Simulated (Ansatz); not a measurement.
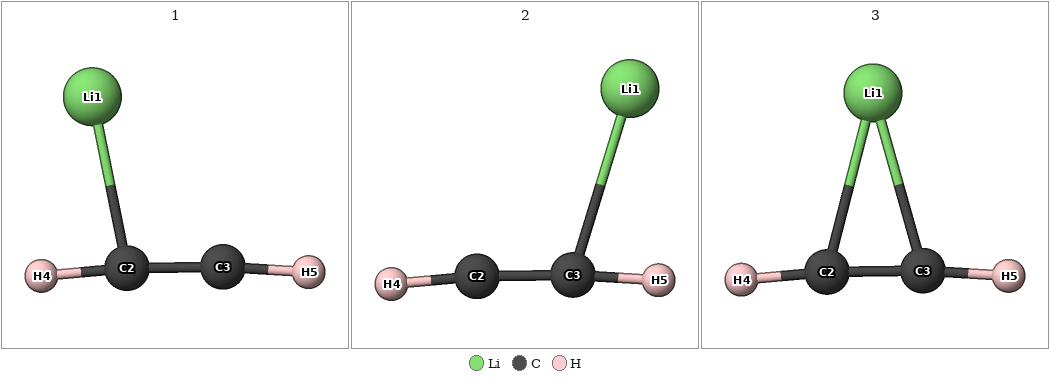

C₂H₂Li, charge +1. 
- The first coordinate is: separation of C2 and Li1 along their line in the relaxed pair; the second: sideways slip of Li1.
- Nothing is relaxed (both partners rigid).
- The scan uses a 15 × 15 grid.
- Points are written as (first, second).
- Energies: kJ/mol, counted from the lowest grid point.
- Method: RHF/def2-TZVPD (Ansatz).

The numbered pictures are structures from this grid.

Question: Which is the most stable, and how do the others follow?

Answer: 3, at (2.284 Å, 0.000 Å): 0 kJ/mol; 1, at (1.953 Å, 0.943 Å): 18 kJ/mol; 2, at (2.707 Å, −1.257 Å): 29 kJ/mol.

The map, with the structures marked:

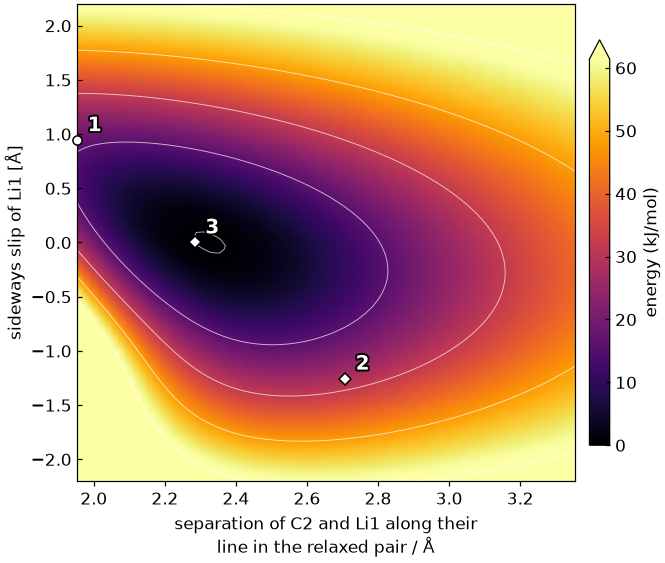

In the figure: a smooth colour map with a few white contour lines, one colour for all values above the top of the scale. Between grid points the surface is interpolated.
